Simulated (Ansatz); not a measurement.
**CHO$_{3}$ (charge −1): density, localisation and related maps**

```xyz
5

O     0.1609   -1.1208   -0.6684
C     0.1993   -0.3031    0.2718
O     0.6251   -0.3877    1.4233
O    -0.3581    0.9715   -0.0560
H    -0.6272    0.8402   -0.9706
```

Geometry: PBE0-D4/def2-TZVPD.

All numbers below come from Ansatz, RKS PBE0-D4/def2-TZVPPD.

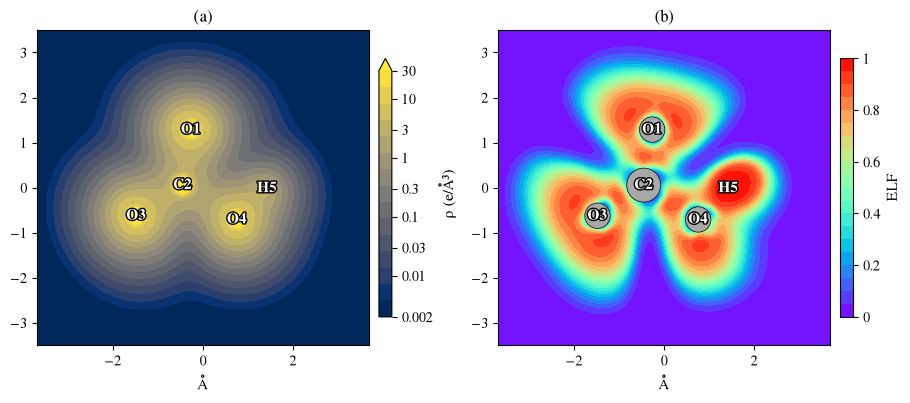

Figure 1. (a) electron density; (b) electron localisation function on the molecular plane. Grey discs cover the atomic cores in the ELF map.

> Describe what can be read from this map.

Atoms in the plane: O, C and H. C–O (1.23 Å): ρ at the midpoint is about 3.2 e/Å³; the ELF peaks at about 0.85 between the atoms; a short, strongly polar bond. O–H (0.96 Å): ρ is about 3.8 e/Å³ halfway; the ELF climbs to about 1 towards the hydrogen, as it does in any bond to H; an ordinary covalent bond to hydrogen. The ELF also peaks beside O4, O3 and O1, away from the bonds: lone-pair regions.

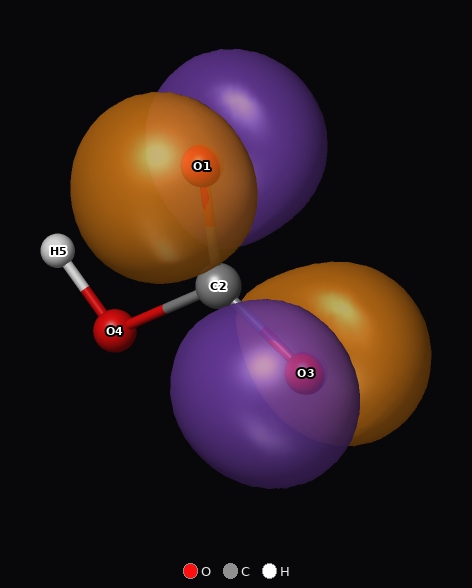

Figure 2. The HOMO−1 at ±0.1 Å⁻³ᐟ² (orange and purple are the two phases), seen at a tilt.

> What is the character of this orbital?

It lies mainly on O1 (about 45 %) and O3 (about 45 %); it changes sign across the molecular plane (π type). Its energy is −2.05 eV.

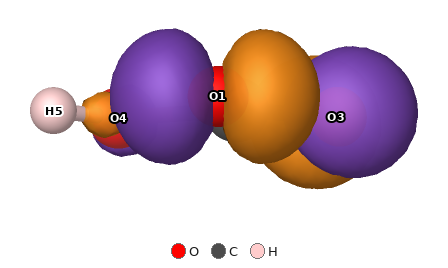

Figure 3. The HOMO at ±0.2 Å⁻³ᐟ² (orange and purple are the two phases), seen from one side.

> Where does this orbital lie, and at what energy?

It lies mainly on O1 (about 45 %), O3 (about 40 %) and C2 (about 10 %); it is symmetric in the molecular plane (an in-plane orbital: σ, lone-pair or in-plane π type); largely a combination of lone pairs on O1 and O3. Its energy is −1.49 eV.
